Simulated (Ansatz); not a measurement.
**H7NOSi2Zn: basis-set convergence**

Aim: see how fast density functionals converge with the basis set for H7NOSi2Zn.

The runs use Ansatz 0.2.0, Gaussian basis; one geometry, several basis sets.

The runs, in order: PBE0-D4/def2-SVP; ωB97M-V/def2-SVP; PBE0-D4/def2-QZVPP; ωB97M-V/def2-QZVPP; the functionals' def2-TZVPP values are taken from earlier runs.

### Step 1. The relaxed structure

An earlier PBE0-D4 in a triple-zeta def2 set relaxation fixed the geometry.

SMILES `[OH][Zn][N]([SiH3])[SiH3]`, 12 atoms, charge 0, spin multiplicity 1.

Atoms are counted from 1 here; the program's logs count them from 0.

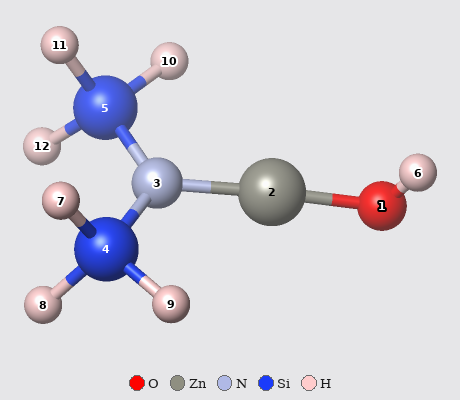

The geometry (oxygen red, zinc grey, nitrogen light blue, silicon blue, hydrogen pink); atoms are numbered from 1 in the order of the file.

### Step 2. PBE0-D4 in def2-SVP

in.yaml

```yaml
crystal:
  periodic: [false, false, false]
  atoms:
    - {symbol: O, position_ang: [0.104152, 3.377118, 0.746336]}
    - {symbol: Zn, position_ang: [0.036450, 1.657946, 0.347134]}
    - {symbol: N, position_ang: [0.046851, -0.135649, 0.026357]}
    - {symbol: Si, position_ang: [-1.109642, -1.118376, 0.844087]}
    - {symbol: Si, position_ang: [1.195860, -0.757838, -1.098197]}
    - {symbol: H, position_ang: [-0.443277, 3.947448, 0.204034]}
    - {symbol: H, position_ang: [-1.999563, -1.838532, -0.110397]}
    - {symbol: H, position_ang: [-0.460076, -2.142331, 1.710067]}
    - {symbol: H, position_ang: [-1.954334, -0.241225, 1.704485]}
    - {symbol: H, position_ang: [2.003022, 0.377651, -1.629581]}
    - {symbol: H, position_ang: [0.534821, -1.443159, -2.244890]}
    - {symbol: H, position_ang: [2.122636, -1.738154, -0.465436]}
basis:
  gaussian: {orbitals: def2-SVP}
hamiltonian: {xc: pbe0, dispersion: d4}
output: {orbitals: {seedname: orbitals}}
```

The run is started by

```
$ ansatz run in.yaml --threads 4 --pin off --events-out ev --progress --plain --max-ram 11315MiB
```

Log:

```text
Functional definition: PBE0
  name "PBE0"
  cite "Adamo & Barone, J. Chem. Phys. 110, 6158 (1999) doi:10.1063/1.478522"
  cite "Perdew, Burke & Ernzerhof, Phys. Rev. Lett. 77, 3865 (1996) doi:10.1103/PhysRevLett.77.3865"
  parent pbe
  parameter a = 0.25
  parameter kappa = 0.804
  parameter beta = 0.06672455060314922
  exchange = (1 - a)*pbe_x(kappa = kappa, mu = beta*pi^2/3) + a*exact_x
  correlation = pbe_c(beta = beta)
1255 factors; integrals over basis functions are off by at most 1.2e-3 eV
mean field evaluation 1: about -67783.8864 eV, gradient 7.9e1 eV
mean field evaluation 2: about -67754.1207 eV, gradient 1.4e2 eV
mean field evaluation 4: about -67795.0253 eV, gradient 1.1e1 eV
mean field evaluation 8: about -67795.3922 eV, gradient 3.3e-1 eV
mean field evaluation 16: about -67795.3924 eV, gradient 3.4e-5 eV
mean field -67795.39237813 eV, -2491.4347165288 hartree, gradient 3.4e-5 eV, S^2 0.000000; 0 other end points of the search recorded, 0 dependent functions left out
reference -67795.39241747 eV, -2491.4347179746 hartree; 40, 40 occupied and 90, 90 virtual orbitals, 1255 factors
Total energy: -67795.65211770 eV, -2491.4442617821 hartree
```

It took 0.75 s on 4 threads of AMD EPYC 9R45, shared host; peak memory 0.33 GiB.

### Step 3. ωB97M-V in def2-SVP

Edit in.yaml of step 2 so:

```diff
@@ -17,3 +17,3 @@
   gaussian: {orbitals: def2-SVP}
-hamiltonian: {xc: pbe0, dispersion: d4}
+hamiltonian: {xc: {name: wB97M-V}}
 output: {orbitals: {seedname: orbitals}}
```

Launched as before.

Log (excerpt; [...] marks lines left out):

```text
Functional definition: wB97M-V
  name "wB97M-V"
  cite "Mardirossian & Head-Gordon, J. Chem. Phys. 144, 214110 (2016) doi:10.1063/1.4952647"
  cite "Becke, J. Chem. Phys. 107, 8554 (1997) doi:10.1063/1.475007"
  cite "Vydrov & Van Voorhis, J. Chem. Phys. 133, 244103 (2010) doi:10.1063/1.3521275"
  # Of w^i u^j: cxij and so on, Table III.
[...]
  gx(w, u) = 1 - cx + cx01*u + cx10*w
  gss(w, u) = css00 + css04*u^4 + css10*w + css20*w^2 + css43*w^4*u^3
  gos(w, u) = cos00 + cos10*w + (cos20 + cos21*u)*w^2 + (cos60 + cos61*u)*w^6
[...]
      + integral(e_c_pw_mod_opposite_spin*gos(b97_w_opposite, b97_u_opposite)) + vv10(b, c)
1255 factors; integrals over basis functions are off by at most 1.2e-3 eV
376 factors; integrals over basis functions are off by at most 1.3e-5 eV
[...]
mean field -67807.53348987 eV, -2491.8808941556 hartree, gradient 5.7e-5 eV, S^2 0.000000; 0 other end points of the search recorded, 0 dependent functions left out
reference -67807.53355043 eV, -2491.8808963814 hartree; 40, 40 occupied and 90, 90 virtual orbitals, 1255 factors
Total energy: -67807.53355043 eV, -2491.8808963814 hartree
```

Wall time 2.7 s (4 threads of AMD EPYC 9R45, shared host); peak memory 0.51 GiB.

### Step 4. PBE0-D4 in def2-QZVPP

Edit in.yaml of step 3 so:

```diff
@@ -16,4 +16,4 @@
 basis:
-  gaussian: {orbitals: def2-SVP}
-hamiltonian: {xc: {name: wB97M-V}}
+  gaussian: {orbitals: "def2-QZVPP.json"}
+hamiltonian: {xc: pbe0, dispersion: d4}
 output: {orbitals: {seedname: orbitals}}
```

Launched as before.

Log:

```text
Functional definition: PBE0
  name "PBE0"
  cite "Adamo & Barone, J. Chem. Phys. 110, 6158 (1999) doi:10.1063/1.478522"
  cite "Perdew, Burke & Ernzerhof, Phys. Rev. Lett. 77, 3865 (1996) doi:10.1103/PhysRevLett.77.3865"
  parent pbe
  parameter a = 0.25
  parameter kappa = 0.804
  parameter beta = 0.06672455060314922
  exchange = (1 - a)*pbe_x(kappa = kappa, mu = beta*pi^2/3) + a*exact_x
  correlation = pbe_c(beta = beta)
2219 factors; their error is unknown
mean field evaluation 1: about -67799.9286 eV, gradient 9.4e1 eV
mean field evaluation 2: about -67750.4304 eV, gradient 1.8e2 eV
mean field evaluation 4: about -67814.1193 eV, gradient 1.4e1 eV
mean field evaluation 8: about -67814.4935 eV, gradient 3.1e-1 eV
mean field evaluation 16: about -67814.5945 eV, gradient 9.2e-5 eV
mean field -67814.59448278 eV, -2492.1403808592 hartree, gradient 1.4e-5 eV, S^2 0.000000; 0 other end points of the search recorded, 0 dependent functions left out
reference -67814.59453573 eV, -2492.1403828050 hartree; 40, 40 occupied and 524, 524 virtual orbitals, 2219 factors
Total energy: -67814.85423597 eV, -2492.1499266126 hartree
```

Wall time 6 s (4 threads of AMD EPYC 9R45, shared host); peak memory 3 GiB.

### Step 5. ωB97M-V in def2-QZVPP

Edit in.yaml of step 4 so:

```diff
@@ -17,3 +17,3 @@
   gaussian: {orbitals: "def2-QZVPP.json"}
-hamiltonian: {xc: pbe0, dispersion: d4}
+hamiltonian: {xc: {name: wB97M-V}}
 output: {orbitals: {seedname: orbitals}}
```

Launched as before.

Log (excerpt; [...] marks lines left out):

```text
Functional definition: wB97M-V
  name "wB97M-V"
  cite "Mardirossian & Head-Gordon, J. Chem. Phys. 144, 214110 (2016) doi:10.1063/1.4952647"
  cite "Becke, J. Chem. Phys. 107, 8554 (1997) doi:10.1063/1.475007"
  cite "Vydrov & Van Voorhis, J. Chem. Phys. 133, 244103 (2010) doi:10.1063/1.3521275"
  # Of w^i u^j: cxij and so on, Table III.
[...]
  gx(w, u) = 1 - cx + cx01*u + cx10*w
  gss(w, u) = css00 + css04*u^4 + css10*w + css20*w^2 + css43*w^4*u^3
  gos(w, u) = cos00 + cos10*w + (cos20 + cos21*u)*w^2 + (cos60 + cos61*u)*w^6
[...]
      + integral(e_c_pw_mod_opposite_spin*gos(b97_w_opposite, b97_u_opposite)) + vv10(b, c)
2128 factors; their error is unknown
476 factors; integrals over basis functions are off by at most 2.0e-5 eV
[...]
mean field -67826.81937342 eV, -2492.5896373037 hartree, gradient 2.6e-5 eV, S^2 0.000000; 0 other end points of the search recorded, 0 dependent functions left out
reference -67826.81945931 eV, -2492.5896404602 hartree; 40, 40 occupied and 524, 524 virtual orbitals, 2128 factors
Total energy: -67826.81945931 eV, -2492.5896404602 hartree
```

Wall time 12 s (4 threads of AMD EPYC 9R45, shared host); peak memory 3.1 GiB.

### Step 6. Functionals by basis

The def2-TZVPP values come from earlier runs at the same geometry.

```
functional       basis  functions  energy (eV)  from the largest (eV)  HOMO (eV)  LUMO (eV)
   PBE0-D4    def2-SVP        130  -67795.6521                 19.202      -7.35      -0.97
   PBE0-D4  def2-TZVPP        308  -67812.8461                  2.008      -7.55      -1.23
   PBE0-D4  def2-QZVPP        564  -67814.8542                  0.000      -7.56      -1.29
   ωB97M-V    def2-SVP        130  -67807.5336                 19.286      -9.57       0.62
   ωB97M-V  def2-TZVPP        308  -67824.9107                  1.909      -9.82       0.42
   ωB97M-V  def2-QZVPP        564  -67826.8195                  0.000      -9.83       0.17
```

### Step 7. What came out

```
                                       quantity           value
PBE0-D4: double and triple zeta above quadruple  19.20, 2.01 eV
ωB97M-V: double and triple zeta above quadruple  19.29, 1.91 eV
```

In words: For PBE0-D4 the step from double to triple zeta gains 17.19 eV and the next only 2.01 eV. Total energies overstate the basis error of differences, where much of it tends to cancel.

For PBE0-D4 the largest set took about 8 times as long as the smallest (6 s against 0.75 s).
